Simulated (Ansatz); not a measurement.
System: KRe.

Method: a formula put on the sites of a structure type, uncorrected energy per atom over the elements' standard states (H N O F Cl as gases), plane-wave PAW DFT, cell and atoms relaxed at 0 K and 0 GPa, spin start parallel or as listed, metals to 4 meV/atom (Ansatz 0.2.0). Level: PBE, no spin polarisation.

- wave cutoff: 420 eV

The names give the starting types; a cell can relax into another structure.

Describe the result: the formation energy of each starting structure type. The cases: caesium chloride type; AuCd (B19); CoSn type.

The lowest is AuCd (B19), at 1.073 eV/atom; the next, caesium chloride type, is 2.155 eV/atom higher.

| starting structure type | formation energy (eV/atom) | volume per atom (Å³) | final space group number |
| --- | --- | --- | --- |
| caesium chloride type | 3.228 | 24.03 | 221 |
| AuCd (B19) | 1.073 | 30.41 | 51 |
| CoSn type | 3.605 | 25.22 | 191 |

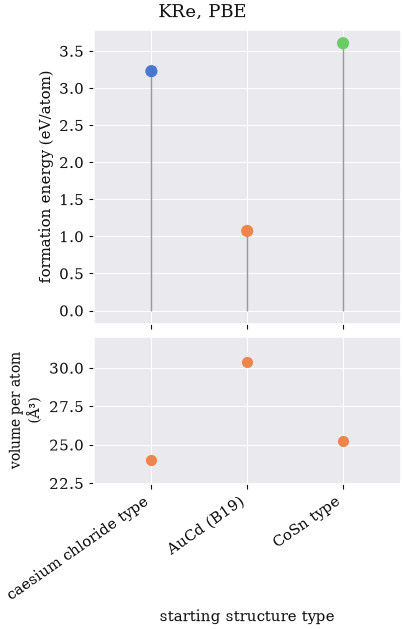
